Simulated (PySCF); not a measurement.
# SiH₂: structure of the singlet

Aim: relax SiH₂ as a singlet from a bent start, check by its vibrations whether the end is a minimum, and collect its spectrum and constants.

The runs use PySCF 2.14.0; PBE0, basis Si def2-TZVP, H def2-TZVP, no relativity, density fitting.

### Step 1. The system as given

3 atoms, charge 0, spin multiplicity 1.

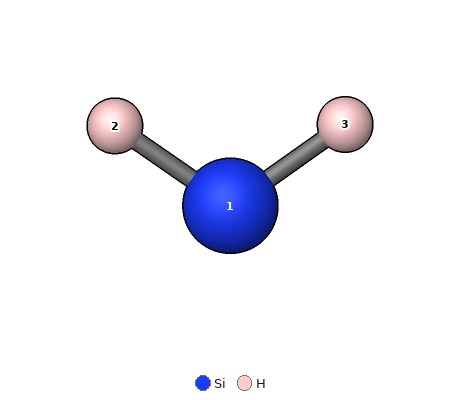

As it starts; silicon blue, hydrogen pink; atoms are numbered from 1 in the order of the file.

```xyz
3
charge 0 multiplicity 1
Si    0.0000    0.0000    0.0000
H     1.2123    0.0000    0.8489
H    -1.2123    0.0000    0.8489
```

### Step 2. First SCF at the start

One driver script runs all steps and calls PySCF; scf.py shows how it sets up the SCF of each step. The optimiser is the driver's own. After this first run the driver tries any further starts and a stability analysis.

The input, scf.py:

```python
from pyscf import gto, scf, dft
mol = gto.M(atom='''
Si     0.000000     0.000000     0.000000
H      1.212300     0.000000     0.848900
H     -1.212300     0.000000     0.848900''',
    basis={'Si': 'def2-TZVP', 'H': 'def2-TZVP'},
    charge=0, spin=0)
mf = dft.RKS(mol, xc='PBE0')
mf.grids.atom_grid = (50, 194)
aux = {'Si': 'def2-universal-JKFIT', 'H': 'def2-universal-JKFIT'}
mf = mf.density_fit(auxbasis=aux)
mf.conv_tol = 1e-08
mf.diis_space = 10
mf.max_cycle = 60
mf.init_guess = 'minao'
mf.verbose = 4
mf.kernel()
```

On the command line:

```console
$ OMP_NUM_THREADS=2 python axn.py task.json out
```

The program printed:

```text
init E= -290.310841477476
  HOMO = -0.213019398464562  LUMO = -0.137385329857253  gap/eV = 2.05811
cycle= 1 E= -290.473762039757  delta_E= -0.163  |g|= 0.124  |ddm|=  1.2
  HOMO = -0.231839362940235  LUMO = -0.119628957318112  gap/eV = 3.05340
cycle= 2 E= -290.476635780628  delta_E= -0.00287  |g|= 0.0555  |ddm|= 0.172
  HOMO = -0.227687298119221  LUMO = -0.112588362347855  gap/eV = 3.13200
cycle= 3 E= -290.477066103  delta_E= -0.00043  |g|= 0.00714  |ddm|= 0.062
  HOMO = -0.229807154336429  LUMO = -0.113829878243754  gap/eV = 3.15590
cycle= 4 E= -290.477073572947  delta_E= -7.47e-06  |g|= 0.000704  |ddm|= 0.00894
  HOMO = -0.229672457762883  LUMO = -0.113779054722672  gap/eV = 3.15362
cycle= 5 E= -290.477073733246  delta_E= -1.6e-07  |g|= 0.000119  |ddm|= 0.000909
  HOMO = -0.229659282180146  LUMO = -0.113758137301987  gap/eV = 3.15383
cycle= 6 E= -290.47707373911  delta_E= -5.86e-09  |g|= 2.08e-05  |ddm|= 0.000248
  HOMO = -0.229657182640642  LUMO = -0.113759841584741  gap/eV = 3.15373
Extra cycle  E= -290.477073739279  delta_E= -1.69e-10  |g|= 1.05e-05  |ddm|= 4.24e-05
converged SCF energy = -290.477073739279
```

This step, with its further starts and checks, ran for 1.4 s (2 threads of Arm Neoverse V2, shared host).

Energies from each starting density:

| start | energy (Eh) |
| --- | --- |
| the minimal-basis guess | -290.477074 |
| a thermally smeared density | -290.477074 |
| a smeared PBE density | -290.477074 |

No lower closed-shell solution turned up from the other starts or in the test of internal stability.

### Step 3. Relaxation: bent start, singlet

The program finds C2v symmetry in the start, which this walk keeps. The walk stops when the largest gradient is under 0.0003 Eh/bohr and the energy has settled too.

scf.py, as its differences from that of step 2:

```diff
@@ -3,3 +3,3 @@
-Si     0.000000     0.000000     0.000000
-H      1.212300     0.000000     0.848900
-H     -1.212300     0.000000     0.848900''',
+Si     0.000000     0.000000    -0.057050
+H      1.212300     0.000000     0.791850
+H     -1.212300     0.000000     0.791850''',
@@ -15 +14,0 @@
-mf.init_guess = 'minao'
```

The optimiser's trace:

| step | energy (Eh) | change (kJ/mol) | largest symmetric gradient (Eh/bohr) |
| --- | --- | --- | --- |
| 0 | -290.477074 | 0.00 | 0.04319 |
| 1 | -290.486076 | -23.64 | 0.00363 |
| 2 | -290.486120 | -23.75 | 0.00084 |
| 3 | -290.486127 | -23.77 | 0.00005 |

The walk took 0.8 s.

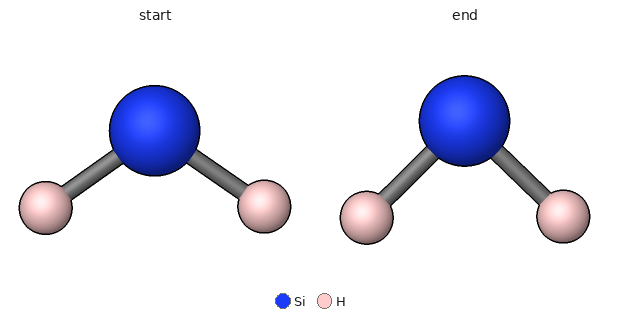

The geometry along the walk, at one scale.

End point (C2v, 3 steps, 23.8 kJ/mol gained): Si–H 1.526 Å (×2); H–Si–H 91.2°.

### Step 4. Frequencies

The point is checked on the finer grid, and tightened if its gradient asks for it. The Hessian and the dipole derivatives come from central differences of analytic gradients, with steps of 0.02 bohr.

scf.py, as its differences from that of step 3:

```diff
@@ -3,3 +3,3 @@
-Si     0.000000     0.000000    -0.057050
-H      1.212300     0.000000     0.791850
-H     -1.212300     0.000000     0.791850''',
+Si     0.000000     0.000000    -0.072179
+H      1.089469     0.000000     0.995821
+H     -1.089469     0.000000     0.995821''',
@@ -9 +9 @@
-mf.grids.atom_grid = (50, 194)
+mf.grids.atom_grid = (75, 302)
@@ -12 +12 @@
-mf.conv_tol = 1e-08
+mf.conv_tol = 1e-10
```

This SCF starts from the last density.

SCF at the final geometry:

```text
init E= -290.486138675912
  HOMO = -0.252555815616592  LUMO = -0.113950551660722  gap/eV = 3.77164
cycle= 1 E= -290.486138675912  delta_E=    0  |g|= 4.74e-07  |ddm|= 1.39e-06
  HOMO = -0.252555821071939  LUMO = -0.113950514135107  gap/eV = 3.77164
Extra cycle  E= -290.486138675911  delta_E= 9.09e-13  |g|= 2.33e-07  |ddm|= 7.14e-07
converged SCF energy = -290.486138675911
```

The whole step took 3.5 s.

Geometry: C2v; Si–H 1.526 Å (×2); H–Si–H 91.1°.

Modes, for the most abundant isotopes:

| symmetry | ω (cm⁻¹) | IR (km/mol) | μ (u) | type |
| --- | --- | --- | --- | --- |
| a1 | 1011 | 71.2 | 1.04 | bend |
| a1 | 2048 | 206 | 1.04 | stretch |
| b2 | 2051 | 254 | 1.04 | stretch |

All wavenumbers are real: a minimum.

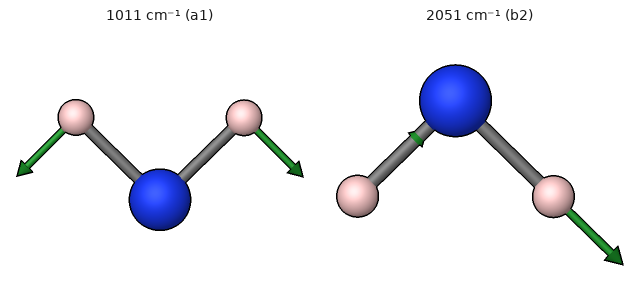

How the atoms move in 2 of the modes.

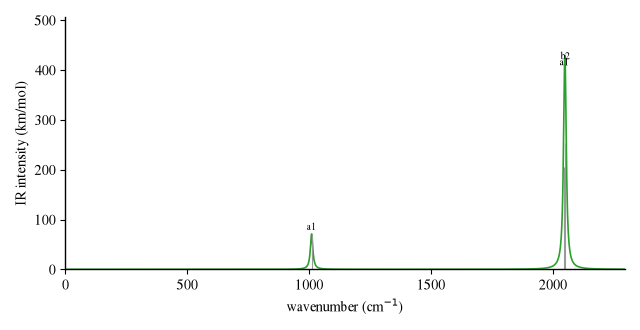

The harmonic infrared spectrum (widths in cm⁻¹). Lines are broadened to a width of 12 cm⁻¹ (Lorentzian).

Constants and moments:

* Dipole moment: 0.17 D
* Highest occupied level: -6.87 eV
* Lowest empty level: -3.10 eV
* Rotational constants: 7.861, 7.046, 3.716 cm⁻¹
* Zero-point energy: 30.6 kJ/mol
* Principal polarisabilities: 26.0, 33.7, 35.1 bohr³
* Atomisation energy without zero-point energy: 616 kJ/mol
* Principal traceless quadrupole moments about the centre of mass: -3.81, -0.91, 4.72 D Å
* Entropy at 298.15 K and 1 bar: 207.5 J/(mol K)
* Heat capacity Cp at 298.15 K: 34.9 J/(mol K)
* Enthalpy at 298.15 K above 0 K: 10.01 kJ/mol
* Rotational symmetry number: 2

Populations by atom (charges in e):

| atom | Mulliken | Löwdin | polar tensor | Mayer order to Si1 |
| --- | --- | --- | --- | --- |
| Si1 | 0.03 | 0.12 | 0.39 | – |
| H2,3 | -0.01 | -0.06 | -0.19 | 0.96 |

Mulliken populations on Si1: s 5.82, p 8.01, d 0.13, f 0.01.

### Step 5. Would spin polarisation lower it?

At the lowest minimum the closed shell is tested against spin polarisation, on the (50, 194) grid. It is stable.

### Step 6. What came out

```
                                 quantity                            value
                                  minimum                     singlet, C2v
                                 geometry  Si–H 1.526 Å (×2); H–Si–H 91.1°
                       wavenumbers (cm⁻¹)  1011 (a1), 2048 (a1), 2051 (b2)
                            dipole moment                           0.17 D
     highest occupied, lowest empty level                  -6.87, -3.10 eV
               polar-tensor charge of Si1                          +0.39 e
                        zero-point energy                      30.6 kJ/mol
                      entropy at 298.15 K                  207.5 J/(mol K)
atomisation energy (no zero-point energy)                       616 kJ/mol
```

**Reading.** The molecule stays C2v, as typed, and the end point is a minimum. The strongest infrared band lies at 2051 cm⁻¹ (b2, stretch). Only this shape and spin were tried, so other structures or states may lie lower.

The search up to here ran for 6.2 s (2 threads of Arm Neoverse V2, shared host).
